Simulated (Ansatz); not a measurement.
Consider ZnSiP2 in the chalcopyrite structure (space group I-42d, No. 122; a = 5.353 Å, c = 10.445 Å).

Now apply this change: a negative pressure, −2 GPa.

Computed with plane-wave PAW DFT at the PBEsol level (Ansatz, a quantum-chemistry and plane-wave program, 420 eV), spin-orbit coupling left out.

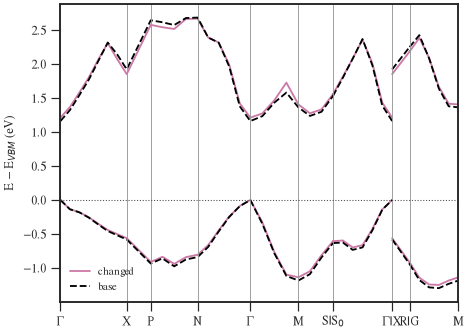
Highest valence and lowest conduction band along the path, each from its own valence-band maximum

The gap is 1.21 eV, direct at Γ; the base has 1.16 eV.

Load acts through the strain it causes; cell and atoms are relaxed under it. Whether these cells are dynamically stable was not tested.
